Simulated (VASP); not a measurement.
Band structure of Cd3MgO4 (ordered alloy cell). Computed with PBE GGA, VASP's PBE PAW potentials (set 64) (plane waves; VASP 6.6.1).

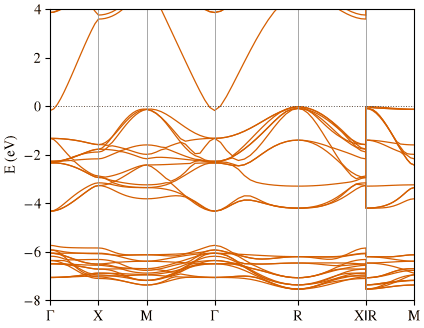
Bands along high-symmetry lines, zero at the valence-band maximum or, without a gap, the Fermi level

### Question
Read the plot: is there a gap, and where are the band edges?

### Answer
It has no gap at this level: it comes out as a metal or semimetal. (Edges off the drawn lines would not show.)

The structure was generated: Cd3MgO4 was put into an ordered model structure (Pm-3m), which need not be its known phase. It was relaxed first, which changed the volume by +8 %.
